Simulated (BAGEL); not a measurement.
# B3LYP/def2-SVPD (density fitting with qzvpp-jkfit) run of AlH2SF (SMILES [F][AlH][SH])

What is the energy change on altering one bond length of AlH2SF at B3LYP/def2-SVPD (density fitting with qzvpp-jkfit)? 

The results are computed with BAGEL 1.2.2.

5 further runs of the same task are left out: 4 that didn't finish, 1 set aside as unsound or not needed. Runs told in other sessions of the task aren't counted.

### 1 The system as given

AlH2SF: 5 atoms, total charge 0, spin state singlet. As SMILES, `[F][AlH][SH]`. The shape is that of a PBE0-D4/def2-TZVP optimisation. This is one conformer, not always the lowest.

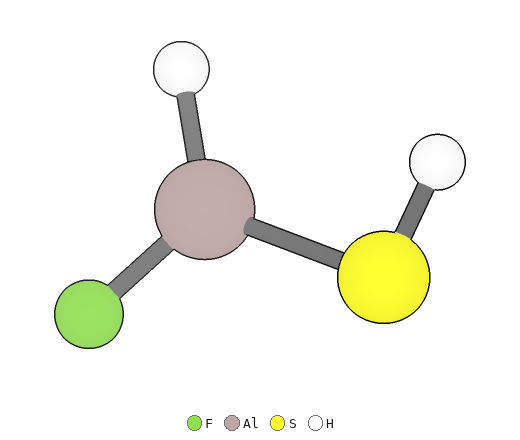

The structure, seen from a chosen angle (fluorine green, aluminium light grey, sulfur yellow, hydrogen white).

### 2 The energy at B3LYP/def2-SVPD (density fitting with qzvpp-jkfit)

The input, input.json:

```json
{ "bagel" : [

{
  "title" : "molecule",
  "basis" : "def2-svpd.json",
  "df_basis" : "qzvpp-jkfit",
  "angstrom" : "true",
  "geometry" : [
    { "atom" : "F", "xyz" : [      -1.203500,      -1.535800,       0.877500 ] },
    { "atom" : "Al", "xyz" : [      -0.513900,      -0.309100,       0.024800 ] },
    { "atom" : "S", "xyz" : [       1.536100,       0.182600,       0.533500 ] },
    { "atom" : "H", "xyz" : [      -1.341100,       0.430400,      -1.085200 ] },
    { "atom" : "H", "xyz" : [       1.572300,       1.158200,      -0.392100 ] }
  ]
},

{ "title" : "ks", "xc_func" : "b3lyp" },

{ "title" : "print", "file" : "orbitals.molden", "orbitals" : "true" }

]}
```

The basis set def2-SVPD is read from a file made from the Basis Set Exchange's data (not shown).

On the command line:

```console
$ BAGEL_NUM_THREADS=1 BAGEL input.json > input.out
```

Log:

```text
* using 1 threads per process

  ===============================================================
  ===============================================================

  *** Geometry ***

  { "atom" : "F", "xyz" : [     -2.274285,     -2.902241,      1.658235 ] },
  { "atom" : "Al", "xyz" : [     -0.971130,     -0.584114,      0.046865 ] },
  { "atom" : "S", "xyz" : [      2.902808,      0.345064,      1.008169 ] },
  { "atom" : "H", "xyz" : [     -2.534312,      0.813338,     -2.050731 ] },
  { "atom" : "H", "xyz" : [      2.971216,      2.188681,     -0.740962 ] },

  Number of auxiliary basis functions:      369

  Since a DF basis is specified, we compute 2- and 3-index integrals:
    o Being stored without compression. Storage requirement is 0.024 GB

  Number of basis functions:       90
  Number of electrons      :       40

    * METHOD: MOLECULE                             0.11

  *** Kohn-Sham DFT ***

    * Removing 7228 points whose weight is below 1.00e-10
    * Grid points: 67302

  === Nuclear Repulsion ===
   130.7631620136

       - DIIS with orbital gradients will be used.

  === KS iteration (b3lyp / def2-svpd.json) ===
      0       -725.28955527          0.08803445           0.20
      1       -709.00450483          0.16415452           0.20
      2       -729.61725786          0.09161690           0.20
      3       -739.95015940          0.06662110           0.19
      4       -741.37559971          0.01908338           0.20
      5       -741.36126790          0.02384415           0.20
      6       -741.52780700          0.00805545           0.20
      7       -741.55262394          0.00187473           0.20
      8       -741.55394188          0.00033826           0.19
      9       -741.55399395          0.00005099           0.20
     10       -741.55399474          0.00002424           0.19
     11       -741.55399500          0.00000455           0.20
     12       -741.55399501          0.00000173           0.19
     13       -741.55399501          0.00000040           0.20
     14       -741.55399501          0.00000009           0.20
     15       -741.55399501          0.00000005           0.19
     16       -741.55399501          0.00000001           0.19
     17       -741.55399501          0.00000000           0.20
    * SCF iteration converged.

    * Permanent dipole moment:
           (   -0.061544,    -0.564493,     0.515378) a.u.

    * METHOD: KS                                   3.77

    * METHOD: PRINT                                0.01

  ===============================================================
```

It took 4.2 s on 1 thread of Arm Neoverse V2, shared host; peak memory 0.3 GiB.

### 3 The distorted shape

The input, input.json:

```json
{ "bagel": [

{
  "title": "molecule",
  "basis": "def2-svpd.json",
  "df_basis": "qzvpp-jkfit",
  "angstrom": true,
  "geometry": [
    { "atom": "F", "xyz": [      -0.955342,      -1.757648,       1.210497 ] },
    { "atom": "Al", "xyz": [      -0.265742,      -0.530948,       0.357797 ] },
    { "atom": "S", "xyz": [       1.784258,      -0.039248,       0.866497 ] },
    { "atom": "H", "xyz": [      -1.341100,       0.430400,      -1.085200 ] },
    { "atom": "H", "xyz": [       1.820458,       0.936352,      -0.059103 ] }
  ]
},

{ "title": "ks", "xc_func": "b3lyp" },

{ "title": "print", "file": "orbitals.molden", "orbitals": true }

]}
```

The basis set def2-SVPD is read from a file made from the Basis Set Exchange's data (not shown).

On the command line:

```console
$ BAGEL_NUM_THREADS=1 BAGEL input.json > input.out
```

Log:

```text
* using 1 threads per process

  ===============================================================
  ===============================================================

  *** Geometry ***

  { "atom" : "F", "xyz" : [     -1.805335,     -3.321473,      2.287508 ] },
  { "atom" : "Al", "xyz" : [     -0.502180,     -1.003346,      0.676138 ] },
  { "atom" : "S", "xyz" : [      3.371759,     -0.074168,      1.637442 ] },
  { "atom" : "H", "xyz" : [     -2.534312,      0.813338,     -2.050731 ] },
  { "atom" : "H", "xyz" : [      3.440167,      1.769449,     -0.111688 ] },

  Number of auxiliary basis functions:      369

  Since a DF basis is specified, we compute 2- and 3-index integrals:
    o Being stored without compression. Storage requirement is 0.024 GB

  Number of basis functions:       90
  Number of electrons      :       40

    * METHOD: MOLECULE                             0.11

  *** Kohn-Sham DFT ***

    * Removing 6896 points whose weight is below 1.00e-10
    * Grid points: 67634

  === Nuclear Repulsion ===
   129.2377650525

       - DIIS with orbital gradients will be used.

  === KS iteration (b3lyp / def2-svpd.json) ===
      0       -725.46183571          0.08690481           0.21
      1       -707.81892699          0.15765255           0.19
      2       -729.83692543          0.09076421           0.19
      3       -740.19222299          0.05456657           0.20
      4       -741.34666554          0.01726697           0.21
      5       -741.40335888          0.01805061           0.20
      6       -741.49982505          0.00682726           0.21
      7       -741.51993408          0.00145804           0.21
      8       -741.52072249          0.00042114           0.21
      9       -741.52079903          0.00010556           0.20
     10       -741.52080398          0.00002081           0.20
     11       -741.52080422          0.00000331           0.20
     12       -741.52080423          0.00000184           0.20
     13       -741.52080423          0.00000052           0.21
     14       -741.52080423          0.00000027           0.21
     15       -741.52080423          0.00000007           0.21
     16       -741.52080423          0.00000002           0.20
     17       -741.52080423          0.00000000           0.20
    * SCF iteration converged.

    * Permanent dipole moment:
           (   -0.269933,    -0.461533,     0.316133) a.u.

    * METHOD: KS                                   3.89

    * METHOD: PRINT                                0.01

  ===============================================================
```

Run time: 4.2 s. Hardware: 1 thread of Arm Neoverse V2, shared host; peak memory 0.3 GiB.

### 4 Results

Level: B3LYP/def2-SVPD (density fitting with qzvpp-jkfit).

| quantity | value |
| --- | --- |
| first shape: total energy | -741.55400 Eh |
| first shape: dipole moment | 1.95 D |
| first shape: HOMO energy | -7.88 eV |
| first shape: LUMO energy | -1.26 eV |
| first shape: HOMO–LUMO gap | 6.62 eV |
| distorted shape: total energy | -741.52080 Eh |
| distorted shape: dipole moment | 1.58 D |
| distorted shape: HOMO energy | -8.07 eV |
| distorted shape: LUMO energy | -1.68 eV |
| distorted shape: HOMO–LUMO gap | 6.39 eV |
| energy change with the Al2–H4 bond stretched from 1.569 to 2.040 Å | 0.903 eV |

What this shows: With the Al2–H4 bond stretched from 1.569 to 2.040 Å the energy rises by 0.90 eV (20.8 kcal/mol). The first shape isn't relaxed at this level, so the change isn't measured from a minimum.
